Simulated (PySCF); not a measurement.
**C₆H₉ (SMILES CC=[C]/C=C\C) (doublet): density, localisation and related maps**

The calculation's input:

```
{"job": {"kind": "epr", "basis": "pcH-1"}, "charge": 0, "multiplicity": 2}
C     -2.546420     0.374475     0.397723
C     -1.521745     0.280649    -0.703010
C     -0.443966    -0.428822    -0.654591
C      0.661041    -1.191009    -0.574122
C      1.885862    -0.784050    -0.083811
C      2.153999     0.578126     0.443667
H     -2.646362     1.409667     0.722445
H     -3.517076     0.040049     0.032856
H     -2.255627    -0.237509     1.247301
H     -1.753712     0.876392    -1.583286
H      0.574887    -2.209721    -0.939608
H      2.704498    -1.487263    -0.074347
H      1.256615     1.190806     0.400694
H      2.943049     1.066943    -0.132415
H      2.500544     0.529258     1.478592
```

Command:

```sh
OMP_NUM_THREADS=1 python probes_run.py task.json out
```

Geometry: GFN2-xTB.

The calculation used UKS B3LYP, pcH-1 on C H, non-relativistic, mean-field spin-orbit, GIAO (PySCF 2.14.0, density-fitted response routines).

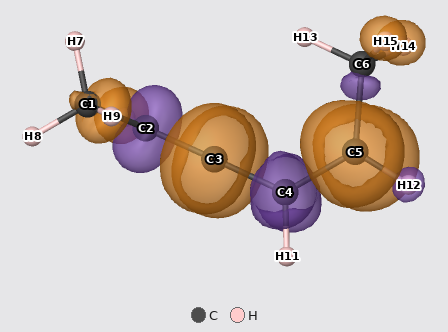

Figure 1. Isosurfaces of the spin density at +0.02 (orange) and −0.02 e/Å³ (purple), seen across its widest extent.

> Describe the spin distribution.

The unpaired spin (1 electron) lies mostly on C5 (about 0.4) and C3 (about 0.4), in electrons by Hirshfeld's partition.

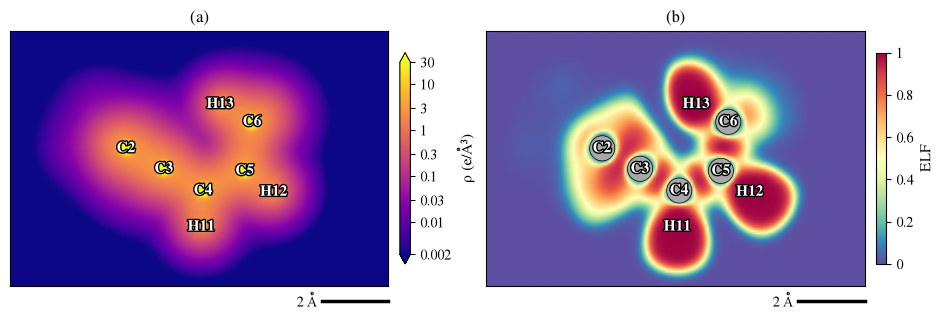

Figure 2. (a) electron density; (b) electron localisation function on the plane of atoms C3, C4 and H11. Grey discs cover the atomic cores in the ELF map.

> Interpret the plot.

The section cuts through C and H sites.
C–C (1.29 Å): ρ is about 2.4 e/Å³ halfway; the ELF peaks at about 0.90 between the atoms; a multiple bond.
C–H (1.08 Å): ρ at the midpoint is about 2 e/Å³; the ELF climbs to about 1 towards the hydrogen, as it does in any bond to H; a covalent bond by its length.
C–C (1.34 Å): ρ is about 2.2 e/Å³ halfway; the ELF peaks at about 0.95 between the atoms; a short, multiple covalent bond.
C–C (1.49 Å): the density is about 1.8 e/Å³ at the midpoint; the ELF peaks at about 0.95 between the atoms, as expected for a covalent bond.

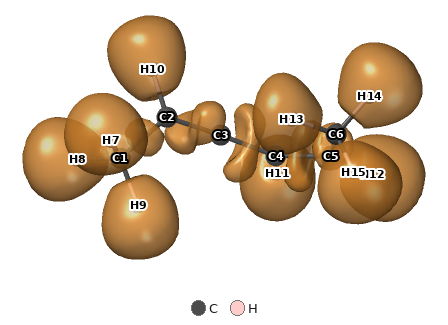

Figure 3. Isosurface of the ELF at 0.8 (orange), seen from one side. Core shells and regions of very low density are left out.

> Identify the bonds, lone pairs and shells in this picture.

The surface consists of five regions between bonded C–C atoms (shared pairs) and nine regions around hydrogen nuclei.

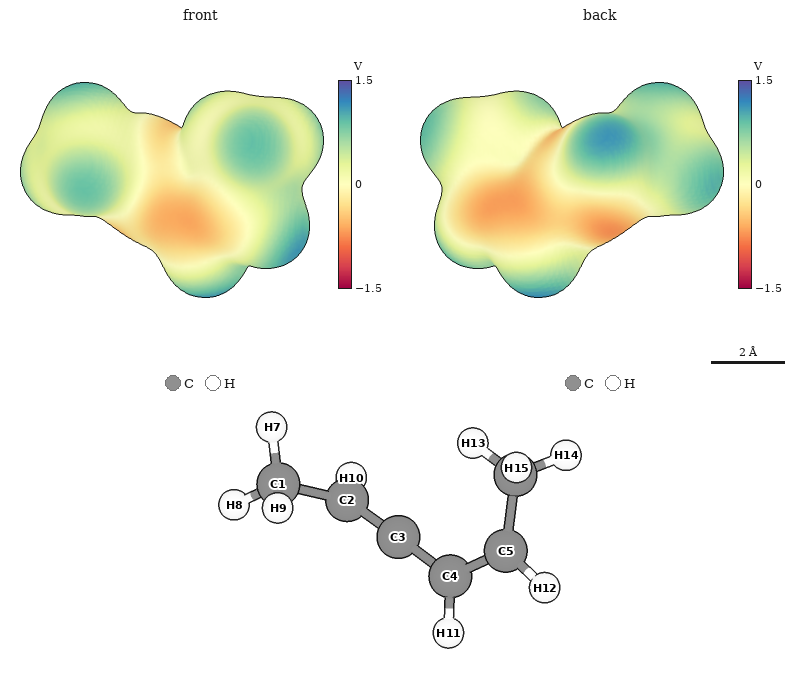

Figure 4. The electrostatic potential painted on the density surface at 0.004 e/bohr³, seen from the front and from behind; the colour scale runs from red (negative) to blue (positive). The bare structure is drawn below in the same view.

> Describe the electrostatic potential map.

The most negative region (about −0.7 V) lies over C2, C3 and C4, the most positive (about +1.1 V) over H10, H11 and H12.
